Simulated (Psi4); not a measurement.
Run report: P$_{3}$H$_{3}$, excited-state calculation

P$_{3}$H$_{3}$ (cyclo-(PH)3), computed with TDA (FT97)/6-31G**, RKS (Psi4 1.11).

The geometry comes from this level: GFN2-xTB.

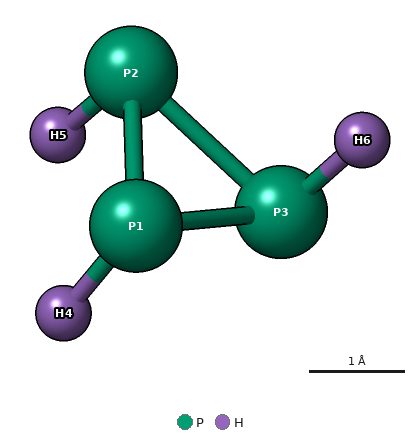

*The structure (ball-and-stick view, seen at a tilt; atoms are numbered from 1 in the order of the input).*

Bond lengths as drawn: H–P 1.40 Å and P–P 2.17 to 2.20 Å.

### Summary

- outcome: converged
- total energy: −1025.731524 hartree
- basis functions: 72
- HOMO: −6.37 eV
- LUMO: −1.37 eV
- dipole moment: 0.77 D
- lowest singlet excitation: 4.42 eV
- hardware: 1 thread of Intel Xeon (Granite Rapids), 16 GiB of memory available, shared host
- wall time: 14 s
- peak memory: 0.46 GiB

### Remarks

Settings chosen away from the usual ones: s_orthogonalization set to symmetric.

### Input (h3p3.dat)
```python
memory 1.6 GB

molecule {
  P
  P 1 2.198902
  P 2 2.167964 1 59.52778
  H 1 1.400902 3 94.11408 2 96.12243
  H 2 1.400894 3 94.11211 1 -96.11779
  H 3 1.401139 2 93.88051 5 171.59567
  units angstrom
  symmetry c1
}

set globals {
  basis 6-31G**
  scf_type df
  save_jk true
  s_orthogonalization symmetric
}

from psi4.driver.procrouting.response.scf_response import tdscf_excitations
e_tot, wfn = energy("ft97", return_wfn=True)
states = tdscf_excitations(wfn, states=4, tda=True, triplets='also')
print_variables()
```

Launch command:
```bash
psi4 -i h3p3.dat -o h3p3.out -n 1
```

### Output
```
Psi4 1.11 release

   => Loading Basis Set <=

    Name: 6-31G**
    Role: ORBITAL
    Keyword: BASIS

         ---------------------------------------------------------
                                   SCF
                              RKS Reference
                        1 Threads,   1525 MiB Core
         ---------------------------------------------------------

  ==> Geometry <==

    Molecular point group: c1
    Full point group: C1

    Geometry (in Angstrom), charge = 0, multiplicity = 1:

       Center              X                  Y                   Z               Mass
    ------------   -----------------  -----------------  -----------------  -----------------
         P           -0.014515139037     0.623761440741    -1.099460174320    30.973761998420
         P           -0.014515139037     0.623761440741     1.099441825680    30.973761998420
         P           -0.014515139037    -1.244752836103     0.000022750655    30.973761998420
         H            1.374807212787     0.634804965733    -1.278869920107     1.007825032230
         H            1.374814778007     0.634824919975     1.278729249304     1.007825032230
         H           -1.411328792512    -1.354762446973     0.000005382481     1.007825032230

  Running in c1 symmetry.

  Rotational constants: A =      0.20917  B =      0.20112  C =      0.11009 [cm^-1]
  Rotational constants: A =   6270.80874  B =   6029.45939  C =   3300.32814 [MHz]
  Nuclear repulsion =  199.171741368046042

  Charge       = 0
  Multiplicity = 1
  Electrons    = 48
  Nalpha       = 24
  Nbeta        = 24

  ==> Algorithm <==

  SCF Algorithm Type is DF.
  DIIS enabled.
  MOM disabled.
  Fractional occupation disabled.
  Guess Type is SAD.
  Energy threshold   = 1.00e-06
  Density threshold  = 1.00e-06
  Integral threshold = 1.00e-12

  ==> Primary Basis <==

  Basis Set: 6-31G**
    Blend: 6-31G**
    Number of shells: 33
    Number of basis functions: 72
    Number of Cartesian functions: 72
    Spherical Harmonics?: false
    Max angular momentum: 2

  ==> DFT Potential <==

   => LibXC <=

    Version 7.1.2

   => Composite Functional: FT97 <=

   FT97 GGA Exchange-Correlation Functional

    Deriv               =              1
    GGA                 =           TRUE
    Meta                =          FALSE

    Exchange Hybrid     =          FALSE
    MP2 Hybrid          =          FALSE

   => Exchange Functionals <=

    1.0000   XC_GGA_X_FT97_B

   => Correlation Functionals <=

    1.0000    XC_GGA_C_FT97

   => LibXC Density Thresholds  <==

    XC_GGA_C_FT97:  1.00E-14
    XC_GGA_X_FT97_B:  1.00E-15

   => Molecular Quadrature <=

    Radial Scheme          =       TREUTLER
    Pruning Scheme         =           NONE
    Nuclear Scheme         =       TREUTLER

    Blocking Scheme        =         OCTREE
    BS radius alpha        =              1
    Pruning alpha          =              1
    Radial Points          =             75
    Spherical Points       =            302
    Total Points           =         128304
    Total Blocks           =           1018
    Max Points             =            256
    Max Functions          =             70
    Weights Tolerance      =       1.00E-15

   => Loading Basis Set <=

    Name: (6-31G** AUX)
    Role: JKFIT
    Keyword: DF_BASIS_SCF

  ==> Integral Setup <==

  DFHelper Memory: AOs need 0.021 GiB; user supplied 0.895 GiB.
  SCF_SUBTYPE=INCORE selected. In-core MEM_DF algorithm will be used.
  Using in-core AOs.

  ==> MemDFJK: Density-Fitted J/K Matrices <==

    J tasked:                   Yes
    K tasked:                    No
    wK tasked:                   No
    Memory [MiB]:               916
    Algorithm:                 Core
    Schwarz Cutoff:           1E-12
    Mask sparsity (%):       0.1929
    Fitting Condition:        1E-10

   => Auxiliary Basis Set <=

  Basis Set: (6-31G** AUX)
    Blend: CC-PVDZ-JKFIT
    Number of shells: 135
    Number of basis functions: 465
    Number of Cartesian functions: 465
    Spherical Harmonics?: false
    Max angular momentum: 3

  Cached 100.0% of DFT collocation blocks in 0.222 [GiB].

    Using symmetric orthogonalization.
  Minimum eigenvalue in the overlap matrix is 7.0345581077E-03.
  Reciprocal condition number of the overlap matrix is 1.1218153722E-03.

  ==> Pre-Iterations <==

  SCF Guess: Superposition of Atomic Densities via on-the-fly atomic UHF (no occupation information).

   -------------------------
    Irrep   Nso     Nmo
   -------------------------
     A         72      72
   -------------------------
    Total      72      72
   -------------------------

  ==> Iterations <==

                           Total Energy        Delta E     RMS |[F,P]|

   @DF-RKS iter SAD: -1025.69117554497325   -1.02569e+03   0.00000e+00
   @DF-RKS iter   1: -1025.63664908979649    5.45265e-02   5.04951e-03 ADIIS/DIIS
   @DF-RKS iter   2: -1025.60854520328689    2.81039e-02   5.79491e-03 ADIIS/DIIS
   @DF-RKS iter   3: -1025.72963337784313   -1.21088e-01   6.95756e-04 ADIIS/DIIS
   @DF-RKS iter   4: -1025.73145399960595   -1.82062e-03   1.28986e-04 ADIIS/DIIS
   @DF-RKS iter   5: -1025.73150886632743   -5.48667e-05   5.94041e-05 DIIS
   @DF-RKS iter   6: -1025.73152366115414   -1.47948e-05   1.28045e-05 DIIS
   @DF-RKS iter   7: -1025.73152402694814   -3.65794e-07   9.53603e-06 DIIS
   @DF-RKS iter   8: -1025.73152440143122   -3.74483e-07   7.76731e-07 DIIS
  Energy and wave function converged.

  ==> Post-Iterations <==

   Electrons on quadrature grid:
      Ntotal   =   47.9999820887 ; deviation = -1.791e-05

    Orbital Energies [Eh]
    ---------------------

    Doubly Occupied:

       1A    -76.389999     2A    -76.389987     3A    -76.389617
       4A     -6.329322     5A     -6.329281     6A     -6.329269
       7A     -4.528816     8A     -4.528563     9A     -4.528317
      10A     -4.526025    11A     -4.525940    12A     -4.525845
      13A     -4.523663    14A     -4.523457    15A     -4.523422
      16A     -0.697860    17A     -0.521651    18A     -0.520572
      19A     -0.378715    20A     -0.345464    21A     -0.299765
      22A     -0.255531    23A     -0.242917    24A     -0.233937

    Virtual:

      25A     -0.050294    26A     -0.030878    27A     -0.029671
      28A     -0.017576    29A      0.034900    30A      0.068416
      31A      0.208088    32A      0.242467    33A      0.242838
      34A      0.273006    35A      0.276232    36A      0.286314
      37A      0.290915    38A      0.307129    39A      0.309155
      40A      0.378710    41A      0.421961    42A      0.464691
      43A      0.482839    44A      0.510715    45A      0.515746
      46A      0.598097    47A      0.619166    48A      0.631604
      49A      0.655143    50A      0.670557    51A      0.714376
      52A      0.734529    53A      0.764145    54A      0.773607
      55A      0.934647    56A      0.939420    57A      1.002920
      58A      1.036771    59A      1.130831    60A      1.143683
      61A      2.017135    62A      2.019051    63A      2.029675
      64A      2.038942    65A      2.052456    66A      2.096349
      67A      2.586013    68A      2.619565    69A      2.647262
      70A      3.310971    71A      3.430485    72A      3.439756

    Final Occupation by Irrep:
              A
    DOCC [    24 ]
    NA   [    24 ]
    NB   [    24 ]

  @DF-RKS Final Energy: -1025.73152440143122

   => Energetics <=

    Nuclear Repulsion Energy =            199.1717413680460425
    One-Electron Energy =               -1814.5879324297834501
    Two-Electron Energy =                 660.4790034235024905
    DFT Exchange-Correlation Energy =     -70.7943367631963412
    Empirical Dispersion Energy =           0.0000000000000000
    VV10 Nonlocal Energy =                  0.0000000000000000
    Total Energy =                      -1025.7315244014312157

Computation Completed

Properties will be evaluated at   0.000000,   0.000000,   0.000000 [a0]

Properties computed using the SCF density matrix

 Multipole Moments:

 ------------------------------------------------------------------------------------
     Multipole            Electronic (a.u.)      Nuclear  (a.u.)        Total (a.u.)
 ------------------------------------------------------------------------------------

 L = 1.  Multiply by 2.5417464519 to convert [e a0] to [Debye]
 Dipole X            :         -0.9930321            1.2946739            0.3016419
 Dipole Y            :          0.0424576           -0.0823578           -0.0399002
 Dipole Z            :          0.0001654           -0.0001309            0.0000345
 Magnitude           :                                                    0.3042694

 ------------------------------------------------------------------------------------

	total time  =          3 seconds =       0.05 minutes

******************************************************************************************
**********                               WARNING                                **********
**********       The names of excited state variables changed between 1.5       **********
**********     and 1.6. For a quick solution, remove the symmetry specifier     **********
**********   from the variable name. For full details, see 'Notes on Psivars'   **********
**********                        in the documentation.                         **********
******************************************************************************************

         ---------------------------------------------------------
                         TDSCF excitation energies
         ---------------------------------------------------------

  ==> Options <==

     Residual threshold  : 1.0000e-04
     Initial guess       : denominators
     Reference           : RHF
     Solver type         : TDA (Davidson)

  ==> Requested Excitations <==

      2 singlet states with A symmetry

  ==> Seeking the lowest 2 singlet states with A symmetry

                         Generalized Davidson Solver

  ==> Options <==

    Max number of iterations        = 60
    Eigenvector tolerance           = 1.0000e-04
    Max number of expansion vectors = 400

  => Iterations <=
                           Max[D[value]]     Max[|R|]   # vectors
  DavidsonSolver iter   1:   2.07275e-01  5.55023e-02      8
  DavidsonSolver iter   2:   4.58362e-03  1.94492e-02     10
  DavidsonSolver iter   3:   6.66695e-04  5.36611e-03     12
  DavidsonSolver iter   4:   6.03250e-05  1.25955e-03     14
  DavidsonSolver iter   5:   1.98948e-06  2.08290e-04     15
  DavidsonSolver iter   6:   6.11590e-08  8.82393e-05     16      Converged

  ==> Requested Excitations <==

      2 triplet states with A symmetry

  ==> Seeking the lowest 2 triplet states with A symmetry

                         Generalized Davidson Solver

  ==> Options <==

    Max number of iterations        = 60
    Eigenvector tolerance           = 1.0000e-04
    Max number of expansion vectors = 400

  => Iterations <=
                           Max[D[value]]     Max[|R|]   # vectors
  DavidsonSolver iter   1:   1.74223e-01  4.74843e-02      8
  DavidsonSolver iter   2:   3.79365e-03  5.55055e-03     10
  DavidsonSolver iter   3:   8.78265e-05  1.56865e-03     12
  DavidsonSolver iter   4:   6.15698e-06  2.12976e-04     14
  DavidsonSolver iter   5:   8.93283e-08  1.68474e-05     16      Converged

******************************************************************************************
**********                               WARNING                                **********
**********  Length-gauge rotatory strengths are **NOT** gauge-origin invariant  **********
******************************************************************************************

                                    Excitation Energy         Total Energy        Oscillator Strength             Rotatory Strength
     #   Sym: GS->ES (Trans)        au              eV              au          au (length)    au (velocity)    au (length)    au (velocity)
    ---- -------------------- --------------- --------------- --------------- --------------- --------------- --------------- ---------------
     1        A->A (3 A)       0.16228         4.41584        -1025.56925      0.0000          0.0000          0.0000         -0.0000
     2        A->A (3 A)       0.17034         4.63505        -1025.56119      0.0000          0.0000          0.0000         -0.0000
     3        A->A (1 A)       0.20058         5.45819        -1025.53094      0.0067          0.0041         -0.0000          0.0000
     4        A->A (1 A)       0.20266         5.51470        -1025.52886      0.0001          0.0018          0.0001         -0.0000

Contributing excitations
Only contributions with abs(coeff) > 1.00e-01 will be printed:

Excited State    1 (3 A):   0.16228 au   280.77 nm f = 0.0000
  Sums of squares: Xssq =  1.000000e+00
     23a  ->  26a    -0.182877 ( 3.344%)
     24a  ->  25a     0.968541 (93.807%)

Excited State    2 (3 A):   0.17034 au   267.49 nm f = 0.0000
  Sums of squares: Xssq =  1.000000e+00
     22a  ->  25a    -0.298238 ( 8.895%)
     22a  ->  27a    -0.118935 ( 1.415%)
     23a  ->  25a     0.841735 (70.852%)
     23a  ->  27a    -0.205442 ( 4.221%)
     24a  ->  26a    -0.365865 (13.386%)

Excited State    3 (1 A):   0.20058 au   227.15 nm f = 0.0067
  Sums of squares: Xssq =  1.000000e+00
     22a  ->  28a     0.115493 ( 1.334%)
     23a  ->  26a     0.412123 (16.985%)
     24a  ->  25a     0.887363 (78.741%)

Excited State    4 (1 A):   0.20266 au   224.83 nm f = 0.0001
  Sums of squares: Xssq =  1.000000e+00
     22a  ->  25a     0.121904 ( 1.486%)
     23a  ->  25a     0.853555 (72.856%)
     23a  ->  27a     0.304958 ( 9.300%)
     24a  ->  26a     0.373191 (13.927%)
     24a  ->  28a     0.139940 ( 1.958%)

******************************************************************************************
**********                               WARNING                                **********
**********       The names of excited state variables changed between 1.5       **********
**********     and 1.6. For a quick solution, remove the symmetry specifier     **********
**********   from the variable name. For full details, see 'Notes on Psivars'   **********
**********                        in the documentation.                         **********
******************************************************************************************

  Variable Map:
  ----------------------------------------------------------------------------
  "CURRENT ENERGY"              =>   -1025.731524401431
  "CURRENT REFERENCE ENERGY"    =>   -1025.731524401431
  "DD SOLVATION ENERGY"         =>       0.000000000000
  "DFT FUNCTIONAL TOTAL ENERGY" =>   -1025.731524401431
  "DFT TOTAL ENERGY"            =>   -1025.731524401431
  "DFT VV10 ENERGY"             =>       0.000000000000
  "DFT XC ENERGY"               =>     -70.794336763196
  "GRID ELECTRONS ALPHA"        =>      23.999991044350
  "GRID ELECTRONS BETA"         =>      23.999991044350
  "GRID ELECTRONS TOTAL"        =>      47.999982088700
  "NUCLEAR REPULSION ENERGY"    =>     199.171741368046
  "ONE-ELECTRON ENERGY"         =>   -1814.587932429783
  "PCM POLARIZATION ENERGY"     =>       0.000000000000
  "PE ENERGY"                   =>       0.000000000000
  "SCF ITERATION ENERGY"        =>   -1025.731524401431
  "SCF ITERATIONS"              =>       8.000000000000
  "SCF TOTAL ENERGY"            =>   -1025.731524401431
  "TWO-ELECTRON ENERGY"         =>     660.479003423502
  "XC GRID RADIAL POINTS"       =>      75.000000000000
  "XC GRID SPHERICAL POINTS"    =>     302.000000000000
  "XC GRID TOTAL POINTS"        =>  128304.000000000000

  Array Variable Map:
  ----------------------------------------------------------------------------
  "CURRENT DIPOLE"              =>       0.301641865105 ... 0.000034486775 1 by 3
  "SCF DIPOLE"                  =>       0.301641865105 ... 0.000034486775 1 by 3
  "SCF TOTAL ENERGIES"          =>   -1025.691175544973 ... -1025.731524401431 1 by 9

    Psi4 run time: 0:00:12.42
```

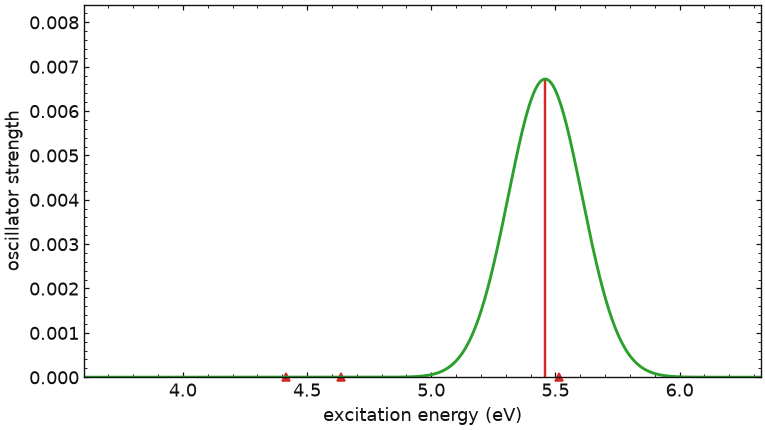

*Computed excitations as sticks (degenerate states added up, dark ones marked on the axis), with a Gaussian envelope of 0.35 eV full width at half maximum, scaled to the tallest.*

Of the 4 states the lowest lies at 4.42 eV (f = 0.000); the strongest line is at 5.46 eV, or 227 nm (f = 0.007).

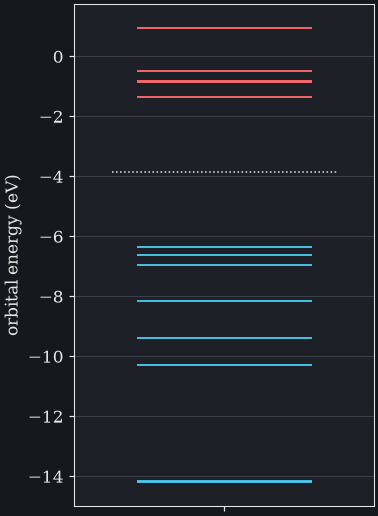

*Orbital energies near the frontier; the dotted line parts filled from empty levels, and levels within 0.02 eV of each other stand side by side.*

Highest filled −6.37 eV, lowest empty −1.37 eV, 5.00 eV apart.
